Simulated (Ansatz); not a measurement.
# SiSe (SMILES [Si][Se]) at CCSDTQ/STO-3G

What is the electronic atomisation energy of SiSe at CCSDTQ/STO-3G? 

The calculation is run with Ansatz 0.2.0.

53 further runs of the same task are left out: 13 that didn't finish, 40 set aside as unsound or not needed.

**1. The structure to begin with**

SiSe: 2 atoms, total charge 0, spin state singlet. SMILES: `[Si][Se]`. The shape is that of a PBE0-D4/def2-TZVP optimisation.

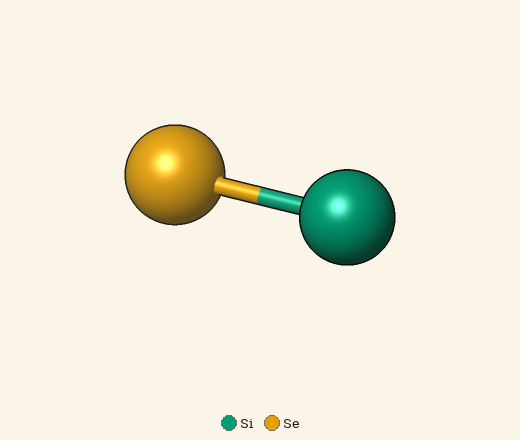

The structure, seen from a chosen angle (silicon teal, selenium amber).

**2. A single-point energy at CCSDTQ/STO-3G**

run.yaml reads:

```yaml
crystal:
  periodic: [false, false, false]
  atoms:
    - {symbol: Si, position_ang: [0.000000, 0.000000, 0.031440]}
    - {symbol: Se, position_ang: [-0.000000, -0.000000, 2.093090]}
basis:
  gaussian:
    orbitals: STO-3G
correlation:
  method: ccsdtq
  frozen_orbitals: {Se: 9, Si: 5}
scf:
  omitted_lower_state_checks: [cluster_reference, increment]
accuracy: high
```

Command:

```
$ ansatz run run.yaml --threads 1 --pin off --max-ram 3480MiB --events-out events.jsonl --progress --plain --runs-dir runs
```

Standard output (excerpt; [...] marks lines left out):

```text
Warning: RAYON_NUM_THREADS=1 ignored (pool sized by the plan → 1); use --threads N
Functional definition: HF
  name "HF"
[...]
372 factors; integrals over basis functions are off by at most 7.3e-9 eV
[...]
mean field -72359.10379103 eV, -2659.1480175583 hartree, gradient 3.9e-8 eV, S^2 0.000000; 0 other end points of the search recorded, 0 dependent functions left out
14 core orbitals not correlated: weight in the atoms' cores, before any rotation towards them, 1.000 or more for the frozen orbitals, at most 0.000 for the correlated occupied ones
reference -72359.10379103 eV, -2659.1480175583 hartree; 10, 10 occupied and 3, 3 virtual orbitals, 372 factors
second order -2.05639074 eV of doubles, -0.00000000 eV of singles
cycle   1  -1.90867224 eV  change    1.5e-1 eV  update   1.7e-1
[...]
cycle  31  -2.44499334 eV  change  -1.3e-11 eV  update   1.9e-9
Total energy: -72361.54878437 eV, -2659.2378694063 hartree
Checks for a lower state left out: cluster_reference, increment
```

It took 20 s on 1 thread of Arm Neoverse V1, shared host; peak memory 0.64 GiB.

**3. The Se atom, same level**

molecule.yaml reads:

```yaml
crystal:
  periodic: [false, false, false]
  atoms:
    - {symbol: Se, position_ang: [0.000000, 0.000000, 0.000000]}
basis:
  gaussian:
    orbitals: STO-3G
total_charge: 0
magnetization:
  spin_polarized: true
  initial_magnetization: 2
correlation:
  method: ccsdtq
  frozen_orbitals: {Se: 9}
accuracy: high
scf:
  omitted_lower_state_checks: [cluster_reference, increment]
```

Command:

```
$ ansatz run molecule.yaml --threads 1 --pin off --max-ram 3480MiB --events-out events.jsonl --progress --plain --runs-dir runs
```

Standard output (excerpt; [...] marks lines left out):

```text
Warning: RAYON_NUM_THREADS=1 ignored (pool sized by the plan → 1); use --threads N
[... 2 set-up lines as earlier in the session ...]
[...]
138 factors; integrals over basis functions are off by at most 4.8e-9 eV
[...]
mean field -64586.96930127 eV, -2373.5273432013 hartree, gradient 5.8e-9 eV, S^2 2.000000; 3 other end points of the search recorded, 0 dependent functions left out
9 core orbitals not correlated: weight in the atoms' cores, before any rotation towards them, 1.000 or more for the frozen orbitals, at most 0.000 for the correlated occupied ones
reference -64586.96930127 eV, -2373.5273432013 hartree; 9, 7 occupied and 0, 2 virtual orbitals, 138 factors
second order -0.00029988 eV of doubles, 0.00000000 eV of singles
cycle   1  -0.00031619 eV  change   -1.6e-5 eV  update   9.5e-5
[...]
cycle   5  -0.00031713 eV  change  -1.5e-12 eV  update  3.5e-11
Total energy: -64586.96961839 eV, -2373.5273548555 hartree
Checks for a lower state left out: cluster_reference, increment
```

Run time: 1.2 s. Hardware: 1 thread of Arm Neoverse V1, shared host.

**4. The Si atom at the same level**

run.yaml reads:

```yaml
crystal:
  periodic: [false, false, false]
  atoms:
    - {symbol: Si, position_ang: [0.000000, 0.000000, 0.000000]}
basis:
  gaussian:
    orbitals: STO-3G
accuracy: high
magnetization:
  spin_polarized: true
  initial_magnetization: 2
scf:
  omitted_lower_state_checks: [cluster_reference, increment]
correlation:
  method: ccsdtq
  frozen_orbitals: {Si: 5}
```

Run the same way, it converges to -285.47963 Eh (log not shown).

**5. Outcome**

At CCSDTQ/STO-3G, 14 core orbitals frozen:

| quantity | value |
| --- | --- |
| molecule: total energy | -2659.23787 Eh |
| molecule: correlation energy (14 core orbitals frozen) | -89.9 mEh |
| molecule: T1 diagnostic | 0.021 |
| Se atom: total energy | -2373.52735 Eh |
| Se atom: correlation energy (9 core orbitals frozen) | 0.0 mEh |
| Se atom: ⟨S²⟩ of the reference determinant | 2.000 |
| Se atom: T1 diagnostic | 0.000 |
| Si atom: total energy | -285.47963 Eh |
| Si atom: correlation energy (5 core orbitals frozen) | -13.4 mEh |
| Si atom: ⟨S²⟩ of the reference determinant | 2.000 |
| Si atom: T1 diagnostic | 0.000 |
| electronic atomisation energy | 6.283 eV |

In words: Taking the molecule apart into free atoms costs 6.28 eV (606 kJ/mol), before zero-point energy and without spin-orbit coupling. In a minimal basis such a difference can be off by several eV, whatever the method.
